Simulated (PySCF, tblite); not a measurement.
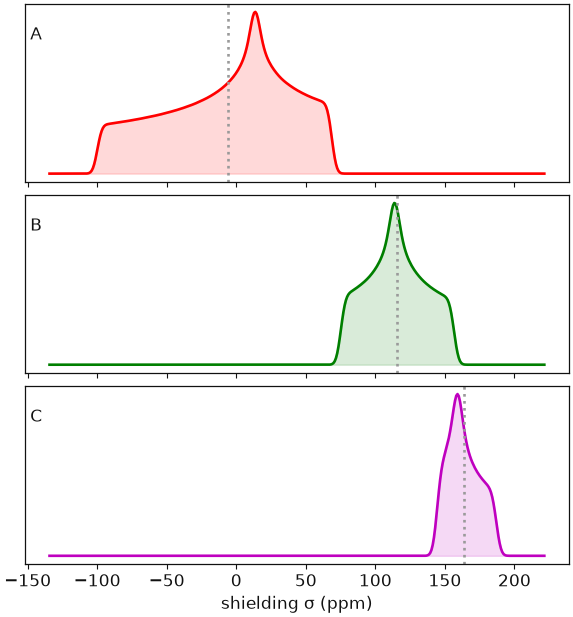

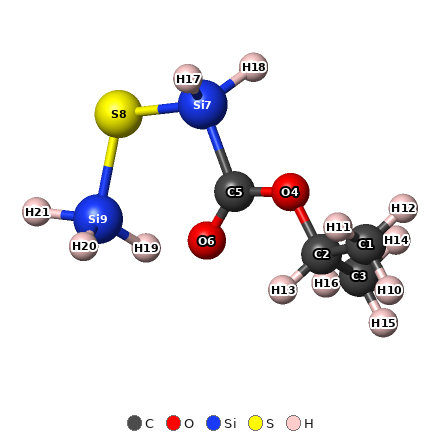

Static powder patterns (¹³C) from GIAO shielding tensors of C₄H₁₂O₂SSi₂, SMILES CC(C)OC(=O)[SiH2]S[SiH3], PBE0/pcSseg-1 with PySCF, at a GFN2-xTB geometry (a minimum by its frequencies); absolute shielding, one fixed geometry of the isolated molecule without any motion, no dipolar terms. The dotted line is the isotropic value; skew is 3(σiso − σ22)/span.

The panels belong to C2, C3 and C5. Which is which?

panel A: C5, σ11, σ22, σ33 = −100, 13, 69 ppm, isotropic −6, span 169 ppm, skew −0.34; panel B: C2, σ11, σ22, σ33 = 75, 114, 157 ppm, isotropic 115, span 81 ppm, skew 0.05; panel C: C3, σ11, σ22, σ33 = 144, 159, 187 ppm, isotropic 164, span 43 ppm, skew 0.31.

Caveats: the tight-binding geometry is rougher than a DFT one and adds to the error; one conformer of a flexible molecule.
